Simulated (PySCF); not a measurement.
```xyz
9

C    -0.4323   -0.1295    0.0982
C     1.0592   -0.0077   -0.1121
O    -1.0399    1.0663    0.0685
F    -0.6908   -0.7528    1.2970
Cl   -1.1463   -1.2497   -1.1553
H     1.2472    0.4456   -1.0799
H     1.5191   -0.9898   -0.0635
H     1.4665    0.6273    0.6715
H    -1.9825    0.9903    0.2757
```

Geometry: GFN2-xTB.

Computed with PBE0/pcSseg-1, SCF density, gas phase, non-relativistic in PySCF.

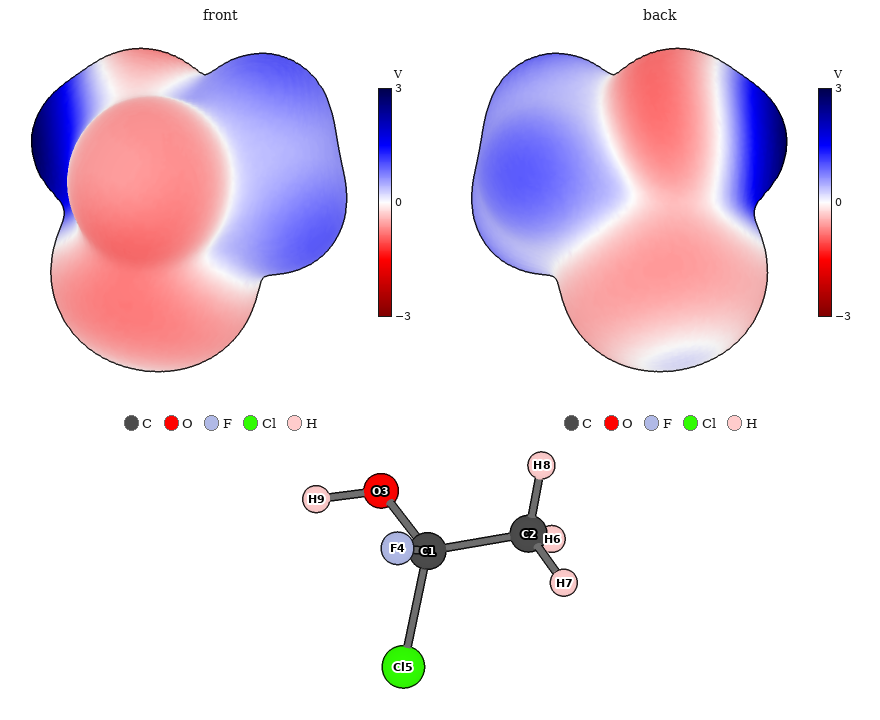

C₂H₄ClFO (SMILES CC(O)(F)Cl). The electrostatic potential painted on the density surface at 0.002 e/bohr³, seen from the front and from behind; red is negative and blue positive. The bare structure is drawn below in the same view.

Where is the surface potential most negative and most positive?

The most negative region (about −0.9 V) lies over O3 and F4, the most positive (about +2.8 V) over H9. Cl5 shows a σ-hole: about +0.2 V at the tip opposite its bond, against about −0.5 V on its flanks.
